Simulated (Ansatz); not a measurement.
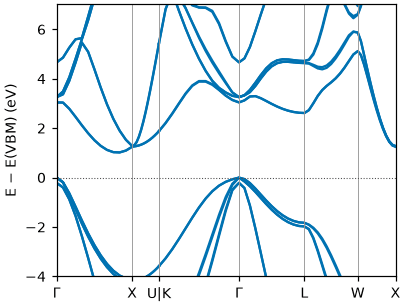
Band structure from the program Ansatz at the PBEsol with spin–orbit coupling level (PAW)

### Question
Read off the gap and where the band edges lie.

### Answer
About 1.0 eV (1.01 eV by a search for the band edges); maximum at Γ, minimum on the Γ–X line, 80 % of the way from Γ.

The material is BAs (zinc blende, F-43m).

The cell was relaxed with PBEsol under the symmetry of its start.

Potentials: the later of the program's two PAW sets.
